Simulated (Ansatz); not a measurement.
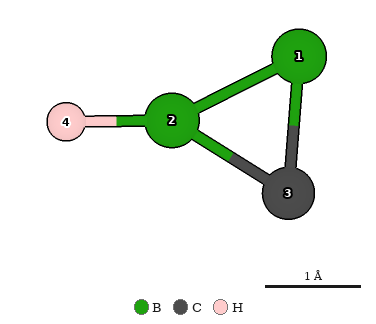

CHB$_{2}$ (charge +1), before the relaxation. The picture is a ball-and-stick view, seen face on.

It is one of the separated reactants of a reaction.

Theory: Ansatz 0.2.0, RKS PBE-D4/def2-SVP.

Input
```yaml
crystal:
  periodic: [false, false, false]
  atoms:
    - {symbol: B, position_ang: [-0.343664, -0.576662, 0.950892]}
    - {symbol: B, position_ang: [1.032682, -0.184455, 0.504356]}
    - {symbol: C, position_ang: [-0.134205, 0.148202, -0.283471]}
    - {symbol: H, position_ang: [2.116051, 0.109740, 0.753876]}
basis:
  gaussian: {orbitals: def2-SVP}
total_charge: 1
hamiltonian: {xc: pbe, dispersion: d4}
relax: {f_tol: 0.03, max_steps: 250}
```

Run as
```bash
ansatz run in.yaml --threads 2 --pin off --events-out ev --progress --plain --max-ram 4352MiB
```

Question: Where does the relaxation end?

Answer: B2 moves most after the best rigid fit: 0.19 Å. By element the largest moves are B 0.19 Å, H 0.15 Å, C 0.11 Å. Among the contacts that change: B1–B2 1.499 → 1.789 Å, B1–C3 1.447 → 1.386 Å, B2–H4 1.150 → 1.204 Å, B2–C3 1.447 → 1.457 Å. Bond angles that change, for instance: C3–B2–H4 145.0° → 166.4°, B1–C3–B2 62.4° → 77.9°, B1–B2–C3 58.8° → 49.3°. Groups turn about B1–B2 by about 30°. Over 4 geometry steps the energy falls by 0.848 eV. Largest force component: 4.5 eV/Å at the start, 0.015 eV/Å at the end.

Step by step:

```
step  E − E(0), eV  largest force component, eV/Å
   0        0.0000                         4.5292
   1       -0.5813                         2.1058
   2       -0.8344                         0.3558
   3       -0.8478                         0.0745
   4       -0.8483                         0.0149
```

Final geometry:

```xyz
4

B    -0.5109   -0.6153    0.9290
B     1.1042   -0.0144    0.4483
C    -0.1814    0.0676   -0.2317
H     2.2590    0.0588    0.7801
```

After the run, drawn alike:

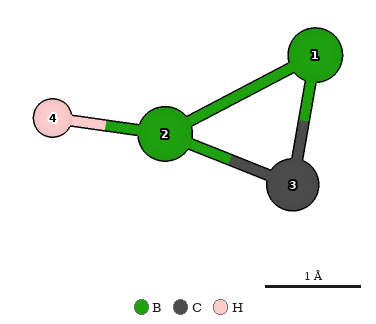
